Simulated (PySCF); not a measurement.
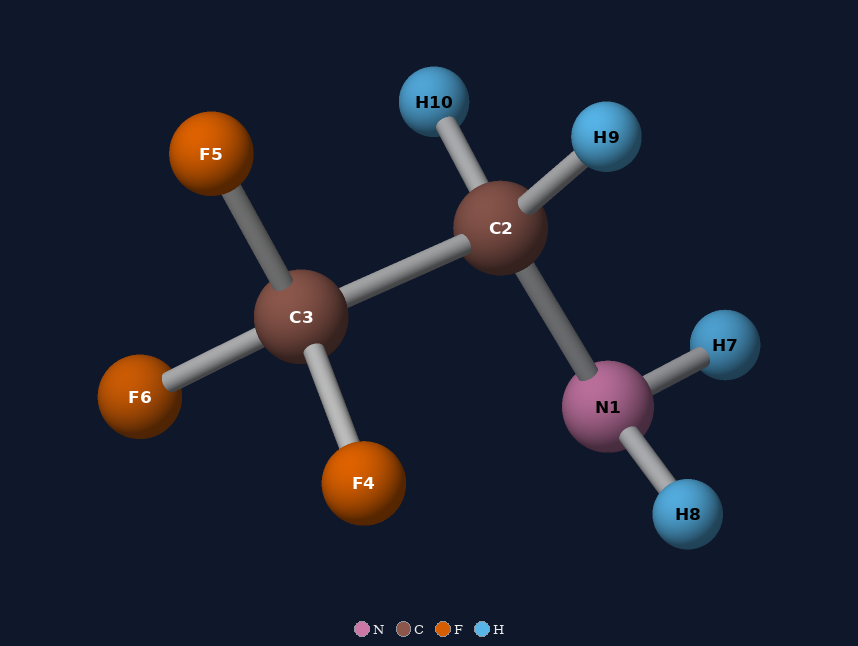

The geometry was computed by an optimisation with PBE0-D3(BJ)/def2-SVP. No frequency run is at hand to confirm it as a minimum. Method: B3LYP/6-31G* indirect spin-spin coupling, non-relativistic, gas phase (PySCF 2.14.0). Isotopes: 13C, 19F, 1H, 15N.

Give the spin–spin coupling constants of these pairs, with the number of bonds between them: N1/H8, N1/C3, C2/F6, N1/F5, F6/H9.

| pair | bonds apart | J (Hz) |
| --- | --- | --- |
| N1, H8 | 1 | −66.5 |
| N1, C3 | 2 | −2.2 |
| C2, F6 | 2 | 28.5 |
| N1, F5 | 3 | −4.3 |
| F6, H9 | 3 | 18.4 |

Density functionals are unreliable for couplings to fluorine, so those rows may be far off.
